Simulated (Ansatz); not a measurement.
# WS2 monolayer (1T): a soft mode frozen in, part 2 of 3

Aim: this structure of WS2 monolayer (1T) is to be tested for unstable modes, and one is followed downhill.

Ansatz 0.2.0; DFT PBEsol, scalar-relativistic, plane waves, PAW; PAW set soft_1.

So far, highest frequency on the path or at a solved wavevector (cm⁻¹): step 2 (the dispersion) 387. Also lowest frequency on the path (cm⁻¹): step 2 -212.

## 5. Energy along the mode, all amplitudes (two of the runs are shown above)

An imaginary frequency means negative curvature, so the energy should fall and then rise again as anharmonic terms take over.

This step gave:

```
depth at the lowest point sampled  : 35.59 meV/atom
largest atomic shift at that point : 0.22 Å
```

The energy from the parent by largest shift of an atom, one sign:

```
largest shift of an atom, one sign (Å)  energy from the parent (meV/atom)
                                 0.000                                  0
                                 0.040                              -2.92
                                 0.080                              -10.8
                                 0.140                              -25.5
                                 0.220                              -35.6
                                 0.320                              -15.4
                                 0.450                               81.7
```

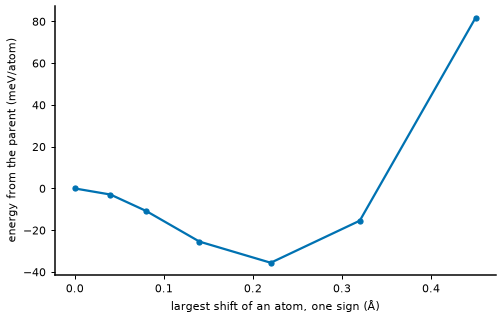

Energy from the parent against largest shift of an atom, one sign.

Displacement at unit largest shift by atom:

```
atom   x (Å)   y (Å)   z (Å)   size
  W1   0.500  -0.866   0.000  1.000
  W2   0.000   0.000   0.000  0.000
  W3  -0.500   0.866   0.000  1.000
  S4  -0.120  -0.069  -0.435  0.456
  S5   0.120  -0.069   0.217  0.257
  S6   0.000   0.139   0.217  0.258
  S7  -0.120   0.069  -0.217  0.257
  S8   0.120   0.069   0.435  0.456
  S9   0.000  -0.139  -0.217  0.258
```

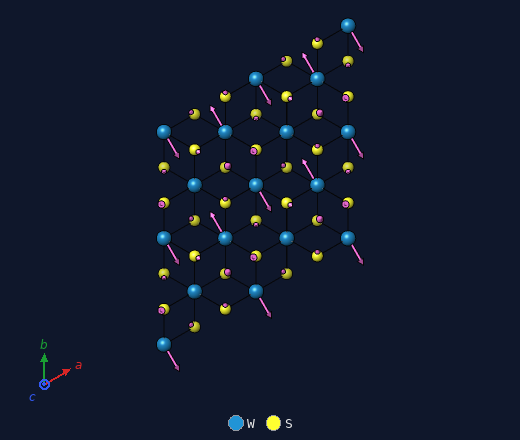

Displacement at unit largest shift as arrows, the longest 1.000 Å. 2×2×1 cells are drawn. Some periodic images of atoms are drawn too.

The lowest of the steps tried is at 0.22 Å, 35.6 meV/atom below the parent; the bottom of the well need not coincide with a step.

## 6. Relaxing from the distorted cell

Starting from the lowest point found, all atoms and the cell are let go, so that strain and other modes of the same symmetry can join in.

input.yaml reads:

```yaml
crystal:
  lattice:
    - [4.7179496554, 2.7239095036, 0.0]
    - [0.0, 5.4478190071, 0.0]
    - [0.0, 0.0, 29.504]
  atoms:
    - { symbol: W, position: [0.0233149638, -0.0466301983, 0.3389370858] }
    - { symbol: W, position: [0.3333335362, 0.3333331061, 0.3389370933] }
    - { symbol: W, position: [0.6433514999, 0.7132970922, 0.3389371007] }
    - { symbol: S, position: [0.9943955357, 0.3333331483, 0.3895885222] }
    - { symbol: S, position: [0.3389379977, 0.6610619992, 0.3944486903] }
    - { symbol: S, position: [0.6666662633, 1.0056048525, 0.394448566] }
    - { symbol: S, position: [0.3277286202, 0.0056046617, 0.2834254787] }
    - { symbol: S, position: [0.6722713285, 0.3333331663, 0.2882856519] }
    - { symbol: S, position: [5.14e-08, 0.6610619687, 0.2834254741] }
  periodic: [true, true, false]
kpoints:
  mp_grid: { grid: [9, 9, 1] }
hamiltonian:
  xc: pbesol
  pseudopotentials: { kind: paw, azcp: { folder: soft_1 }, xc_functional: pbe }
scf:
  occupations: { method: methfessel_paxton, width: 0.2 }
output:
  forces: true
  stress: true
  eigenvalues: true
  write_density: true
  write_potential: true
  elf: true
  volumetric_format: npy
relax:
  adjacent_minimum: "off"
  f_tol: 0.002
  max_steps: 120
  cell: { stress_2d_tol: 0.005 }
```

Launch:

```
$ ansatz run input.yaml --threads 4 --pin off --max-ram 16384MiB --backend cpu --events-out ev --progress --plain --runs-dir out
```

Numbers of over 12 decimals in the logs are rounded to 6 here.

What it wrote:

```text
[...]
Crystal: 9 atoms, lattice volume = 758.328 Å³
Basis set: ecut = 420 eV, 14757 PW (Γ), exchange–correlation on 80×80×400 points (8 copies of the dense FFT grid, shifted against one another)
Bands: 48, of which v1, the nominal top of the filled ones, is band 39 counted from 1 (38 counted from 0)
Symmetry: 4 space group operations
[...]
k-points: 25 of 81
[...]
SCF iter   1: F=—  HF=-36089.209690 eV  |F-HF|=—  |Δ(HF+E_count)|=         —  Δρ=2.14e-2  dr2=4.19e0  ethr=3.10e-3  ⟨swp⟩=16.1  Hψ=9002  notcnv=0
[...]
SCF iter  11: F=-36087.791912 eV  HF=-36087.791912 eV  |F-HF|=1.07e-9  |Δ(HF+E_count)|=   1.66e-8  S|Δr|=    0.00e0  Δρ=1.69e-7  dr2=3.39e-10  ethr=4.44e-12  ⟨swp⟩=11.8  Hψ=11330  notcnv=0
SCF 1 converged in 11 iterations: F = -36087.791912 eV  dr2 = 3.39e-10
[...]
relax step   1: F+E_penalty+E_count = -36087.79191153 eV  Δ(F+E_penalty+E_count) = +0.000e0 eV  max|allowed force component| = 3.471e-1 eV/Å  Δτ_max = 0.0000 Å  P = +1.491 N/m  Ω = 758.328 Å³  fix = [c, alpha, beta]  reactions: c +0.000 N/m; alpha -0.000, beta -0.000 N/m/rad  (11 SCF iters, dr2 threshold 1.00e-7 eV, accepted)
Crystal: 9 atoms, lattice volume = 792.201 Å³
Basis set: ecut = 420 eV, 15507 PW (Γ), exchange–correlation on 80×80×400 points (8 copies of the dense FFT grid, shifted against one another)
[...]
iter 1 solved again at ethr=8.10e-5 eV; its pass at ethr=3.10e-3 eV (dr2=6.32e-2 eV) is discarded
[...]
SCF iter   7: F=-36087.865060 eV  HF=-36087.865061 eV  |F-HF|=2.73e-7  |Δ(HF+E_count)|=   3.33e-7  S|Δr|=    0.00e0  Δρ=5.69e-6  dr2=6.21e-7  ethr=1.15e-9  ⟨swp⟩=27.4  Hψ=16657  notcnv=0
SCF 2 converged in 7 iterations: F = -36087.865060 eV  dr2 = 6.21e-7
relax step   2: F+E_penalty+E_count = -36087.86506045 eV  Δ(F+E_penalty+E_count) = -7.315e-2 eV  max|allowed force component| = 2.627e-1 eV/Å  Δτ_max = 0.1162 Å  P = -0.348 N/m  Ω = 792.201 Å³  energy of the carried Pulay correction = -2.193e-3 eV  fix = [c, alpha, beta]  reactions: c -0.000 N/m; alpha +0.000, beta +0.000 N/m/rad  (7 SCF iters, dr2 threshold 9.00e-7 eV, accepted)
Crystal: 9 atoms, lattice volume = 784.211 Å³
Basis set: ecut = 420 eV, 15355 PW (Γ), exchange–correlation on 80×80×400 points (8 copies of the dense FFT grid, shifted against one another)
[...]
SCF iter   6: F=-36087.884810 eV  HF=-36087.884810 eV  |F-HF|=7.39e-8  |Δ(HF+E_count)|=   3.67e-7  S|Δr|=    0.00e0  Δρ=3.55e-6  dr2=1.06e-7  ethr=1.15e-9  ⟨swp⟩=25.9  Hψ=16442  notcnv=0
SCF 3 converged in 6 iterations: F = -36087.884810 eV  dr2 = 1.06e-7
relax step   3: F+E_penalty+E_count = -36087.88480968 eV  Δ(F+E_penalty+E_count) = -1.975e-2 eV  max|allowed force component| = 5.678e-2 eV/Å  Δτ_max = 0.0380 Å  P = -0.043 N/m  Ω = 784.211 Å³  energy of the carried Pulay correction = -1.685e-3 eV  fix = [c, alpha, beta]  reactions: c -0.000 N/m; alpha +0.000, beta +0.000 N/m/rad  (6 SCF iters, dr2 threshold 9.00e-7 eV, accepted)
[...]
relax step   4: F+E_penalty+E_count = -36087.88408130 eV  Δ(F+E_penalty+E_count) = +7.284e-4 eV  max|allowed force component| = 1.042e-1 eV/Å  Δτ_max = 0.0110 Å  P = +0.067 N/m  Ω = 783.995 Å³  energy of the carried Pulay correction = -1.671e-3 eV  fix = [c, alpha, beta]  (6 SCF iters, dr2 threshold 2.02e-7 eV, rejected (line search))
[...]
relax step   5: F+E_penalty+E_count = -36087.88517454 eV  Δ(F+E_penalty+E_count) = -3.649e-4 eV  max|allowed force component| = 2.410e-3 eV/Å  Δτ_max = 0.0041 Å  P = +0.001 N/m  Ω = 784.040 Å³  energy of the carried Pulay correction = -1.674e-3 eV  fix = [c, alpha, beta]  reactions: c +0.000 N/m; alpha -0.000, beta -0.000 N/m/rad  (10 SCF iters, accepted)
[...]
relax step   6: F+E_penalty+E_count = -36087.88517224 eV  Δ(F+E_penalty+E_count) = +2.293e-6 eV  max|allowed force component| = 3.956e-4 eV/Å  Δτ_max = 0.0002 Å  P = -0.000 N/m  Ω = 784.092 Å³  energy of the carried Pulay correction = -1.677e-3 eV  fix = [c, alpha, beta]  reactions: c +0.000 N/m; alpha -0.000, beta -0.000 N/m/rad  (5 SCF iters, dr2 threshold 3.63e-10 eV, accepted)
[...]
relax step   7: F+E_penalty+E_count = -36087.88702634 eV  Δ(F+E_penalty+E_count) = -1.854e-3 eV  max|allowed force component| = 3.560e-4 eV/Å  Δτ_max = 0.0000 Å  P = +0.005 N/m  Ω = 784.092 Å³  fix = [c, alpha, beta]  reactions: c +0.000 N/m; alpha -0.000, beta -0.000 N/m/rad  stress off target by 7.14e-3 N/m on what of the cell is left free  SCF on the basis re-selected at this cell (its energy is not comparable with the rows above)  (8 SCF iters)
[...]
relax step   8: F+E_penalty+E_count = -36087.88702213 eV  Δ(F+E_penalty+E_count) = +4.206e-6 eV  max|allowed force component| = 4.327e-4 eV/Å  Δτ_max = 0.0001 Å  P = -0.001 N/m  Ω = 784.165 Å³  energy of the carried Pulay correction = -4.686e-6 eV  fix = [c, alpha, beta]  reactions: c -0.000 N/m; alpha +0.000, beta +0.000 N/m/rad  (5 SCF iters, dr2 threshold 7.23e-11 eV, accepted)
[...]
SCF iter   1: F=—  HF=-36087.887073 eV  |F-HF|=—  |Δ(HF+E_count)|=         —  Δρ=1.05e-6  dr2=2.50e-8  ethr=4.97e-7  ⟨swp⟩=7.4  Hψ=15458  notcnv=0
eigensolver tolerance schedule: the retry pair's looser diagonalisation over-reported the residual by 15508.92 of it (diagonalisation noise at an unbounded share of the residual, at the tolerance the schedule requests for it); recorded, not acted on — ethr = c·dr2/N_el stays at c = 1.0e-1
SCF iter   2: F=—  HF=-36087.887027 eV  |F-HF|=—  |Δ(HF+E_count)|=   4.54e-5  S|Δr|=    0.00e0  Δρ=2.37e-6  dr2=2.06e-7  ethr=3.20e-11  ⟨swp⟩=6.8  Hψ=5799  notcnv=0
[...]
SCF iter   9: F=-36087.887027 eV  HF=-36087.887027 eV  |F-HF|=5.09e-11  |Δ(HF+E_count)|=  7.28e-11  S|Δr|=    0.00e0  Δρ=3.14e-9  dr2=1.91e-13  ethr=1.00e-12  ⟨swp⟩=14.6  Hψ=9918  notcnv=0
SCF 9 converged in 9 iterations: F = -36087.887027 eV  dr2 = 1.91e-13
relax step   9: F+E_penalty+E_count = -36087.88702742 eV  Δ(F+E_penalty+E_count) = -5.290e-6 eV  max|allowed force component| = 4.340e-4 eV/Å  Δτ_max = 0.0000 Å  P = -0.001 N/m  Ω = 784.165 Å³  fix = [c, alpha, beta]  reactions: c -0.000 N/m; alpha +0.000, beta +0.000 N/m/rad  stress off target by 1.36e-3 N/m on what of the cell is left free  SCF on the basis re-selected at this cell (its energy is not comparable with the rows above)  (9 SCF iters)
[...]
SCF converged after 9 iterations
[...]
Free energy (F): -36087.887027 eV
[...]
Internal energy: -36087.893134 eV  (E = F + TS)
E sigma→0 (E₀):  -36087.888554 eV
Entropy (-TS):   0.006106 eV (0.678 meV/atom)
Fermi energy:    -4.971703 eV
[...]
--- Forces (eV/Å), atoms counted from 1 ---
  atom   1  W     -0.00015806     0.00027377     0.00000000
  atom   2  W      0.00000000     0.00000000     0.00000000
  atom   3  W      0.00015806    -0.00027377     0.00000000
  atom   4  S      0.00005814     0.00003357    -0.00043402
  atom   5  S      0.00008159     0.00003657     0.00007477
  atom   6  S      0.00007247     0.00005237     0.00007477
  atom   7  S     -0.00008159    -0.00003657    -0.00007477
  atom   8  S     -0.00005814    -0.00003357     0.00043402
  atom   9  S     -0.00007247    -0.00005237    -0.00007477
  max |Σ_I F_I| component: 0.00e0 eV/Å
--- 2D stress c σ (N/m, compression-positive) ---
       -0.001057      -0.000518      -0.000000
       -0.000518      -0.000459      -0.000000
       -0.000000      -0.000000      -0.000000
  P = ½ c Tr σ = -0.0008 N/m
--- Band table (eV; the first three rows and the last of 25) ---
  k-point 0: bands = [... 35 lower, -6.0141, -5.8190, -5.4697, -5.4652, -4.6570, -4.6373, -4.5775, -3.9175, ... 5 higher]
  k-point 1: bands = [... 35 lower, -6.0839, -6.0566, -5.8461, -5.0229, -4.7749, -4.6479, -4.3192, -3.7908, ... 5 higher]
  k-point 2: bands = [... 35 lower, -6.5998, -6.3248, -5.8802, -4.9376, -4.8941, -4.4882, -4.0083, -3.5641, ... 5 higher]
  k-point 24: bands = [... 35 lower, -7.1485, -6.7528, -6.6202, -6.0113, -4.3726, -4.1964, -3.9089, -2.9676, ... 5 higher]
--- Relaxed structure (7 steps of the walk, 6 accepted, 2 SCFs on fresh bases) ---
  F+E_penalty+E_count = -36087.88702742 eV   max|allowed force component| = 4.340e-4 eV/Å   (the final SCF, on the basis selected at the relaxed cell)
  cell:  # Å, volume = 784.1655 Å³
    - [4.768160, 2.752899, 0]
    - [-0.029583, 5.557036, 0]
    - [0, 0, 29.504]
  atoms:
    - { symbol: W, position: [0.025967, -0.051934, 0.338937] }
    - { symbol: W, position: [0.333333, 0.333333, 0.338937] }
    - { symbol: W, position: [0.640700, 0.718601, 0.338937] }
    - { symbol: S, position: [0.989218, 0.333333, 0.386970] }
    - { symbol: S, position: [0.343715, 0.658199, 0.393547] }
    - { symbol: S, position: [0.668581, 1.008468, 0.393547] }
    - { symbol: S, position: [0.322952, 0.00846755, 0.284327] }
    - { symbol: S, position: [0.677449, 0.333333, 0.290904] }
    - { symbol: S, position: [-0.00191407, 0.658199, 0.284327] }
```

It took 4 min on 4 threads of Arm Neoverse V1, shared host; peak memory 1.7 GiB.

Step by step:

```
step  energy less that of the first step (eV)  largest force component (eV/Å)  volume (Å³)
   1                                   0.0000                          0.3471       758.33
   2                                  -0.0731                          0.2627       792.20
   3                                  -0.0929                          0.0568       784.21
   4                                  -0.0922                          0.1042       784.00
   5                                  -0.0933                          0.0024       784.04
   6                                  -0.0933                          0.0004       784.09
  7*                                  -0.0951                          0.0004       784.09
   8                                  -0.0951                          0.0004       784.17
  9*                                  -0.0951                          0.0004       784.17
```

Relaxation steps marked * repeat the geometry before them on a plane-wave basis chosen anew for their cell, so energy and pressure can jump there. Relaxation step 4 was tried and not accepted.

The run keeps the 4 symmetry operations that it works with, so distortions that break them were not tested.

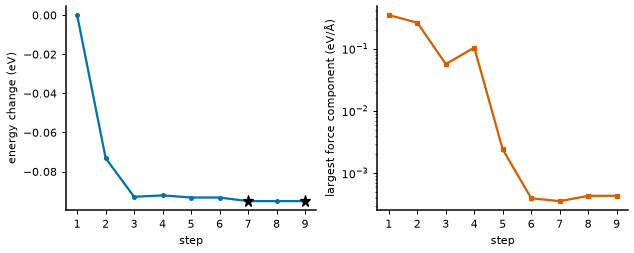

Energy and largest force along the relaxation. Stars mark steps on a basis chosen anew.

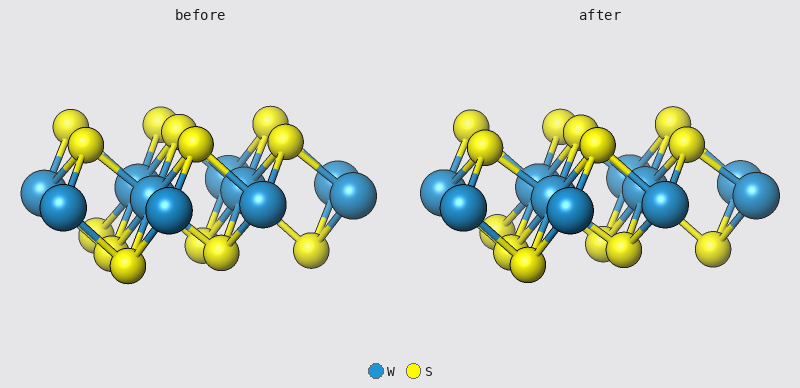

The structure before and after the relaxation, drawn at the same scale.

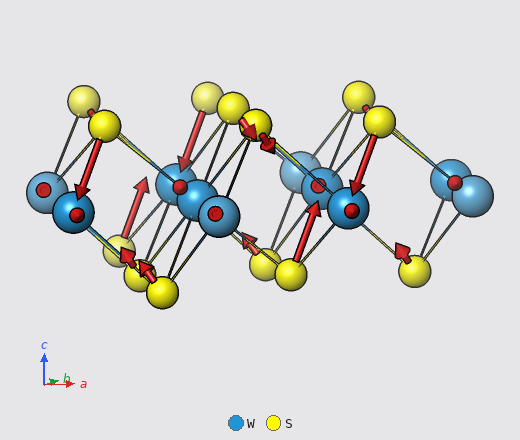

Displacements in the relaxation, exaggerated, measured against the changing cell; the longest in the cell stands for 0.08 Å. Some periodic images of atoms are drawn too.

```
cell as run  before  after  change
      a (Å)   5.448  5.506  +1.1 %
      b (Å)   5.448  5.557  +2.0 %
      γ (°)   60.00  60.31  +0.5 %
```

The atoms that moved most (Å, along periodic axes as changes of fractional coordinates times the final cell, across vacuum about the mean position):

```
atom      dx      dy      dz  length
  S4  -0.025  -0.014  -0.077   0.082
  S8   0.025   0.014   0.077   0.082
  S5   0.023  -0.003  -0.027   0.035
  S9  -0.009  -0.021   0.027   0.035
  S7  -0.023   0.003   0.027   0.035
  S6   0.009   0.021  -0.027   0.035
  W1   0.013  -0.022   0.000   0.026
  W3  -0.013   0.022   0.000   0.026
```

This step gave:

```
area per atom : 2.953 Å²
```

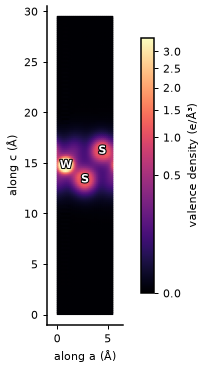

Valence density in the ac plane at fractional y = 0.333, with atoms of W and S within 0.2 Å of it. It is the smooth field of the valence electrons, not physical close to the nuclei. The map starts off the cell's origin, so that atoms lie inside it. The colour scale is stretched toward low values.

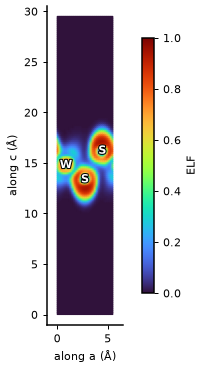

ELF in the ac plane at fractional y = 0.333, with atoms of W and S within 0.2 Å of it. It is the smooth field of the valence electrons, not physical close to the nuclei. The map starts off the cell's origin, so that atoms lie inside it.

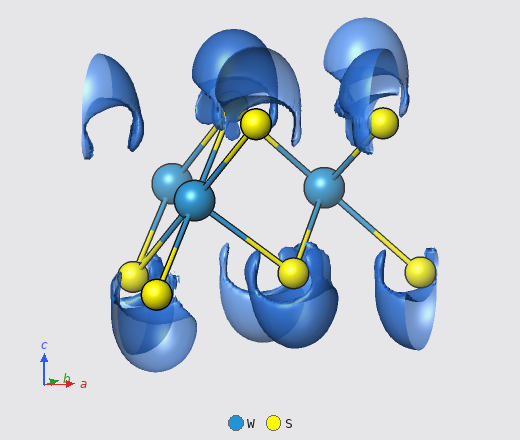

Surface of ELF = 0.85.

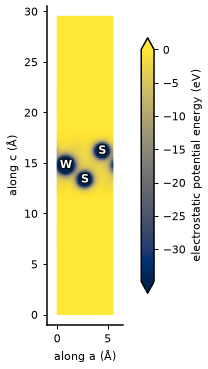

Electrostatic potential energy in the ac plane at fractional y = 0.333, with atoms of W and S within 0.2 Å of it. With pseudopotentials it is smooth inside the atoms' cores, unlike the true potential. The map starts off the cell's origin, so that atoms lie inside it.

The distorted start has space group C2/m; the relaxation ends in C2/m.

## 7. The new phase in its own primitive cell

The relaxed structure is symmetrised, reduced to its primitive cell and relaxed tightly, as its phonons need.

input.yaml reads:

```yaml
crystal:
  lattice:
    - [4.7681604403, 2.7528987138, 0.0]
    - [-0.02958252, 5.5570358551, 0.0]
    - [0.0, 0.0, 29.504]
  atoms:
    - { symbol: W, position: [0.0259669243, -0.0519338485, 0.3389370737] }
    - { symbol: W, position: [0.3333333333, 0.3333333333, 0.3389370737] }
    - { symbol: W, position: [0.6406997424, 0.7186005152, 0.3389370737] }
    - { symbol: S, position: [0.9892176086, 0.3333333333, 0.3869703569] }
    - { symbol: S, position: [0.3437149507, 0.6581991214, 0.3935467043] }
    - { symbol: S, position: [0.6685807387, 1.0084675453, 0.3935467043] }
    - { symbol: S, position: [0.322951716, 0.0084675453, 0.284327443] }
    - { symbol: S, position: [0.6774490581, 0.3333333333, 0.2909037904] }
    - { symbol: S, position: [-0.001914072, 0.6581991214, 0.284327443] }
  periodic: [true, true, false]
kpoints:
  mp_grid: { grid: [8, 8, 1] }
hamiltonian:
  xc: pbesol
  pseudopotentials: { kind: paw, azcp: { folder: soft_1 }, xc_functional: pbe }
scf:
  occupations: { method: methfessel_paxton, width: 0.2 }
output:
  forces: true
  stress: true
  eigenvalues: true
relax:
  adjacent_minimum: "off"
  f_tol: 0.001
  max_steps: 60
  cell: { stress_2d_tol: 0.002 }
```

What it wrote:

```text
[...]
Crystal: 9 atoms, lattice volume = 784.165 Å³
Basis set: ecut = 420 eV, 15355 PW (Γ), exchange–correlation on 80×80×400 points (8 copies of the dense FFT grid, shifted against one another)
Bands: 48, of which v1, the nominal top of the filled ones, is band 39 counted from 1 (38 counted from 0)
Symmetry: 4 space group operations
[...]
k-points: 21 of 64
[...]
- { symbol: W, position: [0.333333, 0.333333, 0.338937] }
    - { symbol: W, position: [0.640687, 0.718625, 0.338937] }
    - { symbol: S, position: [0.989219, 0.333333, 0.386971] }
    - { symbol: S, position: [0.343775, 0.658171, 0.393550] }
    - { symbol: S, position: [0.668613, 1.008496, 0.393550] }
    - { symbol: S, position: [0.322891, 0.0084961, 0.284324] }
    - { symbol: S, position: [0.677448, 0.333333, 0.290903] }
    - { symbol: S, position: [-0.00194592, 0.658171, 0.284324] }
[key lines of the parts left out:]
SCF converged after 10 iterations
Free energy (F): -36087.885502 eV
Fermi energy:    -4.969878 eV
P = ½ c Tr σ = -0.0007 N/m
```

Wall time 91 s (4 threads); peak memory 1.6 GiB.

Little changed from the start: no atom moved by 0.005 Å and no cell edge by 0.1 %.

The largest force component left is 0.14 meV/Å, within the tolerances set.

[end of part 2 of 3]

[Logs are printed without paths, hosts, clocks, repeated set-up lines and the standing remarks that a program may print on its own settings, such as how far it seeks lower states.]

[Hosts, paths, dates, database ids (printed as entryN), source tags and the programs' standing remarks are cut or masked in the printed files.]
